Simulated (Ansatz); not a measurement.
**AlH (SMILES [AlH]): BCCD(T)/cc-pVTZ**

Aim: the energy change on altering one bond length of AlH at BCCD(T)/cc-pVTZ, from 2 runs. 

The results are computed with Ansatz 0.2.0.

53 further runs of the same task are left out: 53 set aside as unsound or not needed.

## 1. The system as given

AlH: 2 atoms, total charge 0, spin state singlet. SMILES: `[AlH]`. The shape comes from GFN2-xTB, which is rough for such elements, and wasn't checked as a minimum.

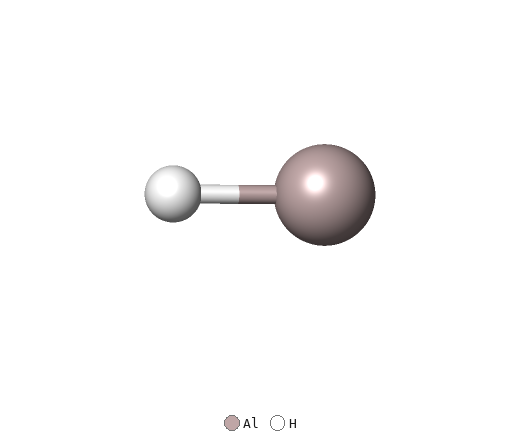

Viewed from a chosen angle; aluminium light grey, hydrogen white.

## 2. A single-point energy at BCCD(T)/cc-pVTZ

The input, job.yaml:

```yaml
crystal:
  periodic: [false, false, false]
  atoms:
    - symbol: Al
      position_ang: [0.000000, 0.000000, 0.000000]
    - symbol: H
      position_ang: [0.000000, 0.000000, 1.613470]
basis:
  gaussian: {orbitals: cc-pVTZ}
correlation: {method: bccd_t, frozen_orbitals: {Al: 5, H: 0}}
accuracy: high
scf: {omitted_lower_state_checks: [cluster_reference, increment]}
```

On the command line:

```console
$ ansatz run job.yaml --threads 1 --pin off --max-ram 2610MiB --events-out events.jsonl --progress --plain --runs-dir runs
```

Output, cut to the lines that bear on the results:

```text
Warning: RAYON_NUM_THREADS=1 ignored (pool sized by the plan → 1); use --threads N
Functional definition: HF
  name "HF"
[...]
632 factors; integrals over basis functions are off by at most 3.7e-9 eV
[...]
mean field -6597.71379508 eV, -242.4615098782 hartree, gradient 4.5e-8 eV, S^2 0.000000; 0 other end points of the search recorded, 0 dependent functions left out; unrestricted orbitals would lower it
5 core orbitals not correlated: weight in the atoms' cores, before any rotation towards them, 1.000 or more for the frozen orbitals, at most 0.000 for the correlated occupied ones
reference -6597.71379508 eV, -242.4615098782 hartree; 2, 2 occupied and 41, 41 virtual orbitals, 632 factors
second order -1.68921009 eV of doubles, -0.00000000 eV of singles
cycle   1  -2.03963619 eV  change   -3.5e-1 eV  update   6.4e-2
[...]
cycle  21  -2.24068523 eV  change  -9.7e-11 eV  update  1.2e-10
perturbative correction -0.03943972 eV, -0.0014493832 hartree
Total energy: -6599.99392004 eV, -242.5453029249 hartree
Checks for a lower state left out: cluster_reference, increment
```

It took 1.3 s on 1 thread of Intel Xeon Platinum 8259CL at 2.50GHz (Skylake/Cascade Lake), shared host; peak memory 0.13 GiB.

## 3. The distorted shape, same level

The input, in.yaml:

```yaml
basis:
  gaussian:
    orbitals: cc-pVTZ
crystal:
  periodic: [false, false, false]
  atoms:
    - symbol: Al
      position_ang: [0.000000, 0.000000, -0.403330]
    - symbol: H
      position_ang: [0.000000, 0.000000, 1.613470]
correlation:
  method: bccd_t
  frozen_orbitals: {Al: 5, H: 0}
accuracy: high
scf:
  omitted_lower_state_checks: [cluster_reference, increment]
```

On the command line:

```console
$ ansatz run in.yaml --threads 1 --pin off --max-ram 2610MiB --events-out events.jsonl --progress --plain --runs-dir runs
```

Output, cut to the lines that bear on the results:

```text
Warning: RAYON_NUM_THREADS=1 ignored (pool sized by the plan → 1); use --threads N
[... 2 set-up lines as earlier in the session ...]
[...]
621 factors; integrals over basis functions are off by at most 3.6e-9 eV
[...]
mean field -6597.26607542 eV, -242.4450564842 hartree, gradient 5.8e-8 eV, S^2 0.000000; 0 other end points of the search recorded, 0 dependent functions left out; unrestricted orbitals would lower it
5 core orbitals not correlated: weight in the atoms' cores, before any rotation towards them, 1.000 or more for the frozen orbitals, at most 0.000 for the correlated occupied ones
reference -6597.26607542 eV, -242.4450564842 hartree; 2, 2 occupied and 41, 41 virtual orbitals, 621 factors
second order -1.69151747 eV of doubles, -0.00000000 eV of singles
cycle   1  -2.05289452 eV  change   -3.6e-1 eV  update   6.7e-2
[...]
cycle  21  -2.27239935 eV  change  -3.0e-10 eV  update  4.8e-10
perturbative correction -0.04783440 eV, -0.0017578819 hartree
Total energy: -6599.58630917 eV, -242.5303235019 hartree
Checks for a lower state left out: cluster_reference, increment
```

Run time: 1.1 s. Hardware: 1 thread of Intel Xeon Platinum 8259CL at 2.50GHz (Skylake/Cascade Lake), shared host; peak memory 0.13 GiB.

## 4. Summary of results

At BCCD(T)/cc-pVTZ, 5 core orbitals frozen:

| quantity | value |
| --- | --- |
| first shape: total energy | -242.54530 Eh |
| first shape: correlation energy (5 core orbitals frozen) | -83.8 mEh |
| first shape: (T) correction | -1.45 mEh |
| distorted shape: total energy | -242.53032 Eh |
| distorted shape: correlation energy (5 core orbitals frozen) | -85.3 mEh |
| distorted shape: (T) correction | -1.76 mEh |
| energy change with the Al1–H2 bond stretched from 1.613 to 2.017 Å | 0.408 eV |

In words: With the Al1–H2 bond stretched from 1.613 to 2.017 Å the energy rises by 0.41 eV (9.4 kcal/mol). The first shape isn't relaxed at this level, so the change isn't measured from a minimum. The restricted solution (first shape) is unstable to spin breaking: an unrestricted one lies lower. The triples (first shape) make up 1.7 % of the correlation energy. The restricted solution (distorted shape) is unstable to spin breaking: an unrestricted one lies lower. The triples (distorted shape) make up 2.1 % of the correlation energy.
